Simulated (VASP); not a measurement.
# How PAW data sets and SCF solver change a VASP run on CrAu4

A convergence test on CrAu4: the PAW data sets and SCF solver. The series runs use PBEsol. The PAW data sets tried: minimal 64: Cr Au; recommended 64: Cr_pv Au; recommended 54: Cr_pv Au; semicore 64: Cr_sv Au; gw 64: Cr_sv_GW Au_sv_GW. The SCF solver tried: ALGO = Normal; ALGO = Fast; ALGO = VeryFast; ALGO = All; ALGO = Damped; AMIX = 0.1, BMIX = 0.01; AMIX = 0.8; IMIX = 1, AMIX = 0.2. The start is a computed cell from the Materials Project.

Calculated with VASP 6.6.1; PBEsol, spin-polarised from a ferromagnetic start (one magnetic atom a cell); plane waves and PAW (Cr, Au), in the first sound run; inputs show where later runs differ.

### Step 1. Starting point

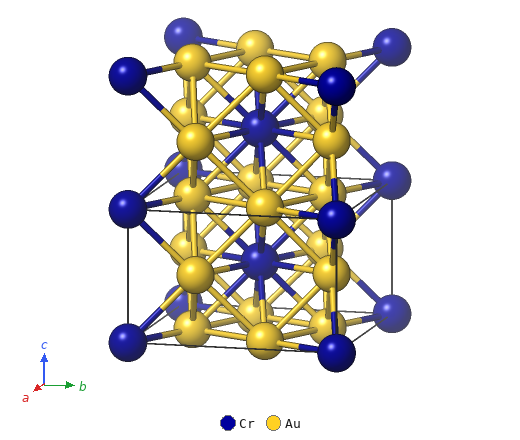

Start, viewed slightly off an axis; chromium blue, gold yellow. 1×1×2 cells are drawn. This picture shows the conventional cell, with its axes. Some periodic images of atoms are drawn too.

As a file:

```cif
data_structure
_symmetry_space_group_name_H-M 'I4/m'
_symmetry_Int_Tables_number 87
_cell_length_a 6.4864
_cell_length_b 6.4864
_cell_length_c 4.0763
_cell_angle_alpha 90.000
_cell_angle_beta 90.000
_cell_angle_gamma 90.000
_cell_volume 171.50
loop_
_atom_site_label
_atom_site_type_symbol
_atom_site_symmetry_multiplicity
_atom_site_Wyckoff_symbol
_atom_site_fract_x
_atom_site_fract_y
_atom_site_fract_z
_atom_site_occupancy
Cr1 Cr 2 a 0.00000 0.00000 0.00000 1
Au1 Au 8 h 0.20320 0.39757 0.00000 1
```

### Step 2. PAW data sets: minimal 64: Cr Au

Data sets differ in which electrons are valence and how hard the partial waves are. PBEsol restores the gradient expansion of exchange and is tuned for the cells of solids.

The input, INCAR:

```
SYSTEM = CrAu4
PREC = Accurate
ENCUT = 400
EDIFF = 1E-06
NELM = 100
ISMEAR = -1
SIGMA = 0.05
LREAL = .FALSE.
ALGO = Normal
GGA = PS
NBANDS = 35
ISPIN = 2
MAGMOM = 3 0 0 0 0
LASPH = .TRUE.
LMAXMIX = 4
LORBIT = 11
LWAVE = .FALSE.
LCHARG = .FALSE.
KPAR = 4
ISIF = 2
```

The input, POSCAR:

```
CrAu4
1.0
   -3.2432046951      3.2432046951      2.0381584400
    3.2432046951     -3.2432046951      2.0381584400
    3.2432046951      3.2432046951     -2.0381584400
Cr Au
1 4
Direct
    0.0000000000      0.0000000000      0.0000000000
    0.6024294600      0.2031955000      0.8056249600
    0.3975705400      0.7968045000      0.1943750400
    0.2031955000      0.3975705400      0.6007660400
    0.7968045000      0.6024294600      0.3992339600
```

The input, KPOINTS:

```
Automatic mesh
0
Gamma
8 8 8
0 0 0
```

PAW data sets: Cr and Au (PBE family, release 64).

On the command line:

```
$ mpirun -np 4 vasp_std
```

Log:

```text
[banner, memory and clock lines left out]
running    4 mpi-ranks, on    1 nodes
 distrk:  each k-point on    1 cores,    4 groups
 distr:  one band on    1 cores,    1 groups

 POSCAR found type information on POSCAR CrAu
 POSCAR found :  2 types and       5 ions
|                                                                             |
|               ----> ADVICE to this user running VASP <----                  |
|                                                                             |
|     You enforced a specific xc type in the INCAR file but a different       |
|     [... a line on the potential file left out ...]
|     I HOPE YOU KNOW WHAT YOU ARE DOING!                                     |
|                                                                             |

 LDA part: xc-table for (Slater+PW92), standard interpolation
 POSCAR, INCAR and KPOINTS ok, starting setup
 FFT: planning ... GRIDC
 FFT: planning ... GRID_SOFT
 FFT: planning ... GRID
 WAVECAR not read
 entering main loop
       N       E                     dE             d eps       ncg     rms          rms(c)
DAV:   1     0.332824010026E+03    0.33282E+03   -0.19627E+04 11176   0.118E+03
DAV:   2    -0.742211059129E+01   -0.34025E+03   -0.31212E+03 11389   0.297E+02
DAV:   3    -0.275301407363E+02   -0.20108E+02   -0.18770E+02 12559   0.779E+01
DAV:   4    -0.279889867405E+02   -0.45885E+00   -0.45637E+00 12402   0.115E+01
DAV:   5    -0.279995251582E+02   -0.10538E-01   -0.10536E-01 12943   0.184E+00    0.196E+01
DAV:   6    -0.276053929539E+02    0.39413E+00   -0.14424E+01 15313   0.377E+01    0.189E+01
DAV:   7    -0.258733773987E+02    0.17320E+01   -0.74977E+00 15505   0.626E+01    0.128E+01
DAV:   8    -0.255649098617E+02    0.30847E+00   -0.77900E-01 15041   0.667E+00    0.558E+00
DAV:   9    -0.256088498206E+02   -0.43940E-01   -0.18644E-01 15220   0.383E+00    0.197E+00
DAV:  10    -0.255825114470E+02    0.26338E-01   -0.53014E-02 14474   0.250E+00    0.751E-01
DAV:  11    -0.255882053851E+02   -0.56939E-02   -0.38897E-03 15786   0.593E-01    0.500E-01
DAV:  12    -0.255909540183E+02   -0.27486E-02   -0.17664E-03 16133   0.380E-01    0.818E-02
DAV:  13    -0.255909849285E+02   -0.30910E-04   -0.10563E-04 15061   0.775E-02    0.403E-02
DAV:  14    -0.255909787447E+02    0.61839E-05   -0.10374E-05 13622   0.296E-02    0.236E-02
DAV:  15    -0.255909793047E+02   -0.56000E-06   -0.33712E-06 10280   0.160E-02
   1 F= -.25590979E+02 E0= -.25581176E+02  d E =-.196060E-01  mag=     3.7426
```

It took 1.9 min on 4 MPI ranks of AMD EPYC 7R43, shared host; peak memory 1.5 GiB.

Lines that name or quote the potential files are left out of all logs, and their timing lines are given in words.

Parts of OUTCAR (step 2):

```text
ion  position               nearest neighbor table
   1  0.000  0.000  0.000-   4 2.88   5 2.88   5 2.88   4 2.88   2 2.88   3 2.88   3 2.88   2 2.88
                             3 2.90   2 2.90   5 2.90   4 2.90
   2  0.602  0.203  0.806-   3 2.86   3 2.86   5 2.88   4 2.88   1 2.88   1 2.88   1 2.90   4 2.92
                             4 2.92   5 2.92   5 2.92   3 2.95
   3  0.398  0.797  0.194-   2 2.86   2 2.86   4 2.88   5 2.88   1 2.88   1 2.88   1 2.90   5 2.92
                             5 2.92   4 2.92   4 2.92   2 2.95
   4  0.203  0.398  0.601-   5 2.86   5 2.86   3 2.88   2 2.88   1 2.88   1 2.88   1 2.90   2 2.92
                             2 2.92   3 2.92   3 2.92   5 2.95
   5  0.797  0.602  0.399-   4 2.86   4 2.86   2 2.88   3 2.88   1 2.88   1 2.88   1 2.90   3 2.92
                             3 2.92   2 2.92   2 2.92   4 2.95

  LATTYP: Found a body centered tetragonal cell.
 ALAT       =     6.4864093902
 C/A-ratio  =     0.6284396551

 Subroutine GETGRP returns: Found  8 space group operations
 (whereof  8 operations were pure point group operations)

The static configuration has the point symmetry C_4h.

 Found     78 irreducible k-points:

   k-points           NKPTS =     78   k-points in BZ     NKDIM =     78   number of bands    NBANDS=     35

   dimension x,y,z NGX =    36 NGY =   36 NGZ =   36
   dimension x,y,z NGXF=    72 NGYF=   72 NGZF=   72

   ENCUT  =  400.0 eV  29.40 Ry    5.42 a.u.   8.18  8.18  8.18*2*pi/ulx,y,z

   NELECT =      50.0000    total number of electrons

 k-points in reciprocal lattice and weights: Automatic mesh
   0.00000000  0.00000000  0.00000000       0.002
   0.12500000  0.00000000 -0.00000000       0.016
   0.25000000  0.00000000 -0.00000000       0.016
   0.37500000  0.00000000  0.00000000       0.016
   0.50000000  0.00000000 -0.00000000       0.008
   0.12500000  0.12500000 -0.00000000       0.016
   0.25000000  0.12500000 -0.00000000       0.016
  -0.12500000 -0.25000000  0.00000000       0.016
   0.37500000  0.12500000 -0.00000000       0.016
[...]
-0.37500000 -0.37500000  0.37500000       0.004
   0.50000000  0.50000000  0.50000000       0.002

 average (electrostatic) potential at core
       1 -39.6870       2 -65.2124       3 -65.2124       4 -65.2124       5 -65.2124

 E-fermi :   8.1793

 spin component 1
 k-point     1 :       0.0000    0.0000    0.0000
  band No.  band energies     occupation
    ...
     22       6.1633      1.00000
     23       7.1132      1.00000
     24       7.4164      1.00000
     25       7.7661      0.99974
     26       7.7661      0.99974
     27      10.0993      0.00000
     28      10.0993      0.00000
     29      10.3206      0.00000
     30      11.1103      0.00000
     31      15.1723      0.00000
    ...

 k-point     2 :       0.1250    0.0000   -0.0000
  band No.  band energies     occupation
    ...
     22       6.3335      1.00000
     23       7.1562      1.00000
     24       7.4892      1.00000
     25       7.6489      0.99998
     26       7.6612      0.99997
     27       9.6829      0.00000
     28       9.8374      0.00000
     29      11.2038      0.00000
     30      11.8395      0.00000
     31      13.0091      0.00000
    ...

 k-point     3 :       0.2500    0.0000   -0.0000
  band No.  band energies     occupation
    ...
     22       6.5987      1.00000
     23       7.0244      1.00000
     24       7.3615      1.00000
     25       7.5560      1.00000
     26       7.6060      0.99999
     27       9.3412      0.00000
     28       9.4973      0.00000
     29      10.4370      0.00000
     30      11.5913      0.00000
     31      12.5084      0.00000
    ...

 k-point     4 :       0.3750    0.0000    0.0000
  band No.  band energies     occupation
    ...
     22       6.5489      1.00000
     23       6.7823      1.00000
     24       7.0907      1.00000
     25       7.5861      0.99999
     26       7.6060      0.99999
     27       8.4885      0.00206
     28       8.6842      0.00004
     29       9.6054      0.00000
     30      10.6580      0.00000
     31      11.8712      0.00000
    ...

 k-point     5 :       0.5000    0.0000   -0.0000
  band No.  band energies     occupation
    ...
     24       7.2990      1.00000
     25       7.5378      1.00000
     26       7.5720      0.99999
     27       7.7575      0.99978
     28       8.0513      0.92818
     29       9.7889      0.00000
     30      10.3014      0.00000
     31      11.6895      0.00000
     32      13.7767      0.00000
     33      14.1597      0.00000
    ...

 k-point     6 :       0.1250    0.1250   -0.0000
  band No.  band energies     occupation
    ...
     22       6.6155      1.00000
     23       7.1095      1.00000
     24       7.3787      1.00000
     25       7.5235      1.00000
     26       7.5964      0.99999
     27       9.3851      0.00000
     28      10.8508      0.00000
     29      10.8742      0.00000
     30      11.1127      0.00000
     31      11.7086      0.00000
    ...

  Total       -3.1920007     -3.1920007     -3.3078234      0.0000000     -0.0000000      0.0000000
  in kB      -59.6385271    -59.6385271    -61.8025280      0.0000002     -0.0000000      0.0000000
  external PRESSURE =     -60.3598607 kB  Pullay stress =       0.0000000 kB

  energy-cutoff  :      400.00
  volume of cell :       85.75
      direct lattice vectors                 reciprocal lattice vectors
    -3.243204695  3.243204695  2.038158440     0.000000000  0.154168499  0.245319495
     3.243204695 -3.243204695  2.038158440     0.154168499  0.000000000  0.245319495
     3.243204695  3.243204695 -2.038158440     0.154168499  0.154168499  0.000000000

 POSITION                                       TOTAL-FORCE (eV/Angst)
 -----------------------------------------------------------------------------------
      0.00000      0.00000      0.00000        -0.000000     -0.000000      0.000000
      1.31801      3.90760      0.00000        -0.000056     -0.007097      0.000000
      1.92520     -0.66440      2.03816         0.000056      0.007097      0.000000
      2.57881      1.31801     -0.00000         0.007097     -0.000056     -0.000000
      0.66440      1.92520      2.03816        -0.007097      0.000056      0.000000
 -----------------------------------------------------------------------------------
    total drift:                               -0.000000      0.000000      0.000000

  FREE ENERGIE OF THE ION-ELECTRON SYSTEM (eV)
  ---------------------------------------------------
  free  energy   TOTEN  =       -25.5909793047 eV

  energy  without entropy=      -25.5713733328  energy(sigma->0) =      -25.58117632

 total charge
# of ion       s       p       d       tot
------------------------------------------
    1        0.310   0.343   4.215   4.869
    2        0.577   0.365   8.708   9.649
    3        0.577   0.365   8.708   9.649
    4        0.577   0.365   8.708   9.649
    5        0.577   0.365   8.708   9.649
--------------------------------------------------
tot          2.618   1.801  39.045  43.465

 magnetization (x)
# of ion       s       p       d       tot
------------------------------------------
    1        0.035   0.026   3.490   3.551
    2       -0.022  -0.001   0.028   0.005
    3       -0.022  -0.001   0.028   0.005
    4       -0.022  -0.001   0.028   0.005
    5       -0.022  -0.001   0.028   0.005
--------------------------------------------------
tot         -0.054   0.024   3.601   3.570

[... 6 further parts left out ...]
```

The cell holds one magnetic atom, so no antiferromagnetic order fits into it. The PAW data sets were made with PBE, which is usual practice but a small mismatch for other functionals. The data set Cr keeps the semicore shell frozen, which is cheaper and a little less accurate.

Numbers from this step:

```
SCF cycles                                        : 15
electrons                                         : 50
bands                                             : 35
irreducible k-points                              : 78
symmetry operations                               : 8
free energy (TOTEN)                               : -25.59 eV
energy at zero smearing                           : -25.58 eV
Fermi energy                                      : 8.179 eV
pressure                                          : -6.036 GPa
moment of the cell, from the last line of the log : 3.743 μB
metallic                                          : yes
```

Spin moment in the PAW sphere by atom:

| atom | spin moment in the PAW sphere (μB) |
| --- | --- |
| Cr1 | 3.55 |
| Au2 | 0.01 |
| Au3 | 0.01 |
| Au4 | 0.01 |
| Au5 | 0.01 |

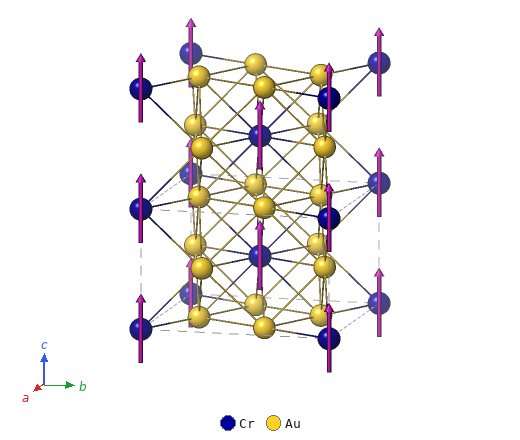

Spin moment in the PAW sphere as arrows, the longest 3.55 μB. Up and down stand for the sign. Arrows give size and sign along the axis of quantisation, drawn up and down the page. 1×1×2 conventional cells are drawn. Some periodic images of atoms are drawn too.

The series starts at -5.1162 eV an atom and -6.04 GPa, after 15 cycles in 1.9 min.

### Step 3. PAW data sets: recommended 64: Cr pv Au

This step: PBEsol, spin-polarised from a ferromagnetic start (one magnetic atom a cell); plane waves and PAW (Cr_pv, Au) (VASP 6.6.1).

Changes to INCAR since step 2:

```diff
@@ -10,3 +10,3 @@
 GGA = PS
-NBANDS = 35
+NBANDS = 39
 ISPIN = 2
```

POSCAR is that of step 2.

KPOINTS is that of step 2.

PAW data sets: Cr_pv and Au (PBE family, release 64).

On the command line:

```
$ mpirun -np 4 vasp_std
```

Log:

```text
[banner, memory and clock lines left out]
running    4 mpi-ranks, on    1 nodes
[...]
[... a notice as in an earlier step ...]

 LDA part: xc-table for (Slater+PW92), standard interpolation
 POSCAR, INCAR and KPOINTS ok, starting setup
[...]
entering main loop
       N       E                     dE             d eps       ncg     rms          rms(c)
DAV:   1     0.377608165340E+03    0.37761E+03   -0.24518E+04 12984   0.117E+03
DAV:   2    -0.144617757574E+02   -0.39207E+03   -0.37209E+03 12943   0.321E+02
DAV:   3    -0.277981846120E+02   -0.13336E+02   -0.13097E+02 13939   0.649E+01
DAV:   4    -0.279675406647E+02   -0.16936E+00   -0.16889E+00 14595   0.726E+00
[...]
DAV:  13    -0.256051486158E+02   -0.31767E-04   -0.14111E-04 13687   0.699E-02    0.315E-02
DAV:  14    -0.256051554693E+02   -0.68535E-05   -0.50072E-06 12032   0.136E-02    0.157E-02
DAV:  15    -0.256051550239E+02    0.44536E-06   -0.35603E-06 10118   0.893E-03
   1 F= -.25605155E+02 E0= -.25595331E+02  d E =-.196483E-01  mag=     3.7328
```

The job ended after 1.7 min (4 MPI ranks; peak memory 1.6 GiB).

OUTCAR, selected parts (step 3):

```text
  Total       -3.2894990     -3.2894990     -3.4038752      0.0000000      0.0000000      0.0000000
  in kB      -61.4601603    -61.4601603    -63.5971367      0.0000003      0.0000000      0.0000000
  external PRESSURE =     -62.1724858 kB  Pullay stress =       0.0000000 kB

 POSITION                                       TOTAL-FORCE (eV/Angst)
 -----------------------------------------------------------------------------------
      0.00000      0.00000      0.00000         0.000000      0.000000     -0.000000
      1.31801      3.90760      0.00000         0.001008     -0.006119     -0.000000
      1.92520     -0.66440      2.03816        -0.001008      0.006119     -0.000000
      2.57881      1.31801     -0.00000         0.006119      0.001008      0.000000
      0.66440      1.92520      2.03816        -0.006119     -0.001008     -0.000000
 -----------------------------------------------------------------------------------
    total drift:                               -0.000000      0.000000      0.000000

  FREE ENERGIE OF THE ION-ELECTRON SYSTEM (eV)
  ---------------------------------------------------
  free  energy   TOTEN  =       -25.6051550239 eV

  energy  without entropy=      -25.5855067542  energy(sigma->0) =      -25.59533089

 magnetization (x)
# of ion       s       p       d       tot
------------------------------------------
    1        0.028   0.022   3.425   3.475
    2       -0.022  -0.001   0.028   0.005
    3       -0.022  -0.001   0.028   0.005
    4       -0.022  -0.001   0.028   0.005
    5       -0.022  -0.001   0.028   0.005
--------------------------------------------------
tot         -0.061   0.019   3.536   3.494

[... 1 part as in an earlier step ...]

[... 2 further parts left out ...]
[key lines of the parts left out:]
E-fermi :   8.6377
```

With 56 valence electrons the pressure is -6.22 GPa, -0.18 GPa from the first of the series, after 15 cycles in 1.7 min.

### Step 4. PAW data sets: recommended 54: Cr pv Au

INCAR is that of step 3.

POSCAR is that of step 3.

KPOINTS is that of step 3.

The projector-augmented-wave data sets are Cr_pv and Au (PBE family, release 54).

On the command line:

```
$ mpirun -np 4 vasp_std
```

Log:

```text
[... set-up lines as in an earlier step ...]
 entering main loop
       N       E                     dE             d eps       ncg     rms          rms(c)
[... 15 cycles as in an earlier step ...]
   1 F= -.25605155E+02 E0= -.25595331E+02  d E =-.196483E-01  mag=     3.7328
```

Run time: 1.7 min. Hardware: 4 MPI ranks; peak memory 1.5 GiB.

From OUTCAR (step 4):

```text
[... 7 parts as in an earlier step ...]

[... 1 further part left out ...]
[key lines of the parts left out:]
E-fermi :   8.6377
```

With 56 valence electrons the pressure is -6.22 GPa, -0.18 GPa from the first of the series, after 15 cycles in 1.7 min.

### Step 5. PAW data sets: semicore 64: Cr sv Au

This step: PBEsol, spin-polarised from a ferromagnetic start (one magnetic atom a cell); plane waves and PAW (Cr_sv, Au) (VASP 6.6.1).

Changes to INCAR since step 4:

```diff
@@ -2,3 +2,3 @@
 PREC = Accurate
-ENCUT = 400
+ENCUT = 520
 EDIFF = 1E-06
@@ -10,3 +10,3 @@
 GGA = PS
-NBANDS = 39
+NBANDS = 40
 ISPIN = 2
```

POSCAR is that of step 4.

KPOINTS is that of step 4.

Potentials, in the order of the species: Cr_sv and Au (PBE family, release 64).

On the command line:

```
$ mpirun -np 4 vasp_std
```

Log:

```text
[... set-up lines as in an earlier step ...]
 entering main loop
       N       E                     dE             d eps       ncg     rms          rms(c)
DAV:   1     0.490229550715E+03    0.49023E+03   -0.29780E+04 17296   0.160E+03
DAV:   2    -0.320314892490E+01   -0.49343E+03   -0.47461E+03 12496   0.441E+02
DAV:   3    -0.267084429547E+02   -0.23505E+02   -0.22426E+02 16904   0.105E+02
DAV:   4    -0.279320079255E+02   -0.12236E+01   -0.12122E+01 20184   0.210E+01
[...]
DAV:  13    -0.256633164988E+02   -0.39082E-04   -0.15165E-04 18112   0.843E-02    0.492E-02
DAV:  14    -0.256633183725E+02   -0.18737E-05   -0.85693E-06 15400   0.358E-02    0.136E-02
DAV:  15    -0.256633192621E+02   -0.88956E-06   -0.27227E-06 11824   0.183E-02
   1 F= -.25663319E+02 E0= -.25653467E+02  d E =-.197052E-01  mag=     3.7242
```

Run time: 2.8 min. Hardware: 4 MPI ranks; peak memory 2 GiB.

Parts of OUTCAR (step 5):

```text
  Total       -3.4445257     -3.4445257     -3.5600434      0.0000000      0.0000000      0.0000000
  in kB      -64.3566399    -64.3566399    -66.5149422      0.0000003      0.0000000      0.0000000
  external PRESSURE =     -65.0760740 kB  Pullay stress =       0.0000000 kB

 POSITION                                       TOTAL-FORCE (eV/Angst)
 -----------------------------------------------------------------------------------
      0.00000      0.00000      0.00000        -0.000000      0.000000     -0.000000
      1.31801      3.90760      0.00000         0.005462     -0.004363     -0.000000
      1.92520     -0.66440      2.03816        -0.005462      0.004363      0.000000
      2.57881      1.31801     -0.00000         0.004363      0.005462      0.000000
      0.66440      1.92520      2.03816        -0.004363     -0.005462     -0.000000
 -----------------------------------------------------------------------------------
    total drift:                                0.000000     -0.000000      0.000000

  FREE ENERGIE OF THE ION-ELECTRON SYSTEM (eV)
  ---------------------------------------------------
  free  energy   TOTEN  =       -25.6633192621 eV

  energy  without entropy=      -25.6436140361  energy(sigma->0) =      -25.65346665

 magnetization (x)
# of ion       s       p       d       tot
------------------------------------------
    1        0.016   0.010   3.139   3.165
    2       -0.022  -0.001   0.028   0.005
    3       -0.022  -0.001   0.028   0.005
    4       -0.022  -0.001   0.028   0.005
    5       -0.022  -0.001   0.028   0.005
--------------------------------------------------
tot         -0.073   0.007   3.250   3.185

[... 3 further parts left out ...]
[key lines of the parts left out:]
E-fermi :   9.0539
```

With 58 valence electrons the pressure is -6.51 GPa, -0.47 GPa from the first of the series, after 15 cycles in 2.8 min.

[end of part 1 of 3]

[Lines on the potential files, build, host, timing and source positions are cut from VASP's logs without a mark.]

[Logs are printed without paths, hosts, clocks, repeated set-up lines and the standing remarks that a program may print on its own settings, such as how far it seeks lower states.]

[Hosts, paths, dates, database ids (printed as entryN), source tags and the programs' standing remarks are cut or masked in the printed files.]

[A measured line is paired with the nearest computed mode of its activity, which favours agreement.]
